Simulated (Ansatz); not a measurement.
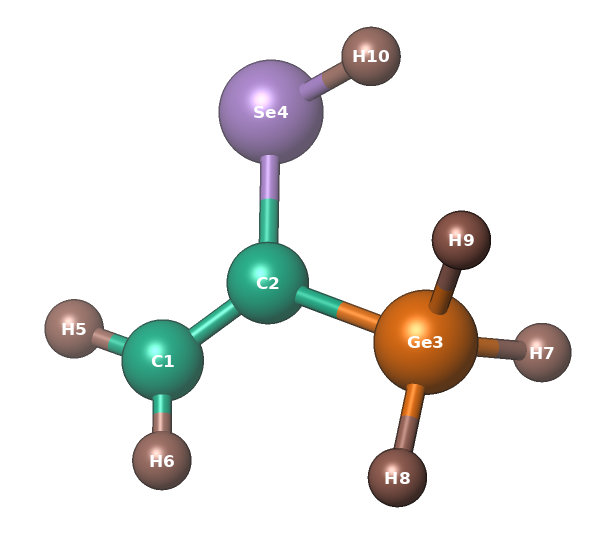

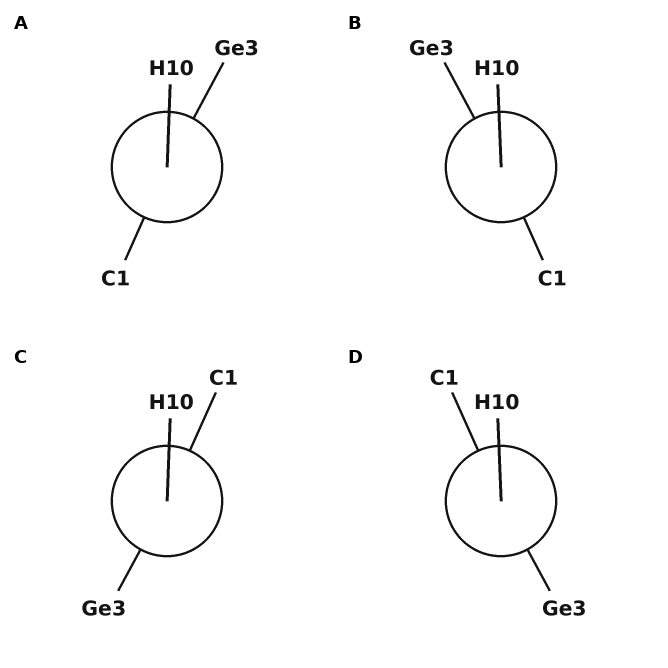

Atoms fade into the background with distance from the viewer. Bonds that would overlap in a projection are set slightly apart. The computed structure is the end point of a PBE0-D4/def2-TZVP optimisation. No frequency run is at hand to confirm it as a minimum.

> Which Newman projection shows the view along Se4–C2, with Se4 in front?

B. The torsion angle H10–Se4–C2–Ge3 is −26°, synperiplanar.
